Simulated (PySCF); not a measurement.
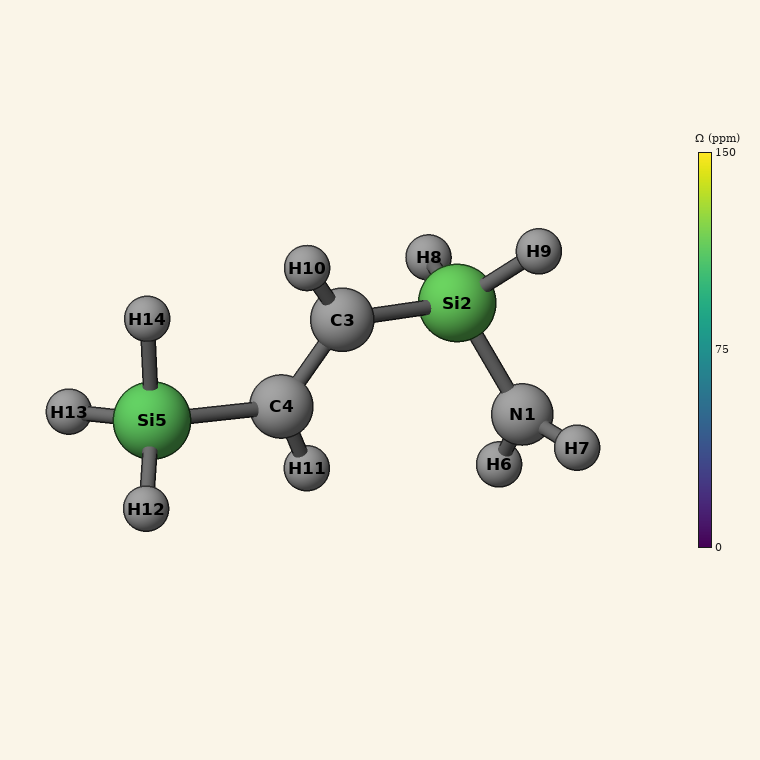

The Si atoms are coloured by the span of their shielding tensor. Geometry: a frame of a GFN2-xTB molecular-dynamics simulation, not a minimum. Level of theory: GIAO PBE0/pcSseg-1 NMR shielding, non-relativistic, gas phase (PySCF 2.14.0). Principal shieldings σ11 ≤ σ22 ≤ σ33, span Ω = σ33 − σ11, skew κ = 3(σiso − σ22)/Ω.

Give the shielding tensors of the Si atoms.

| atom | σ11 | σ22 | σ33 | σiso | Ω | κ |
| --- | --- | --- | --- | --- | --- | --- |
| Si2 | 344.7 | 395.7 | 459.6 | 400.0 | 114.9 | 0.11 |
| Si5 | 353.7 | 412.6 | 467.0 | 411.1 | 113.4 | −0.04 |

Shieldings and span in ppm.
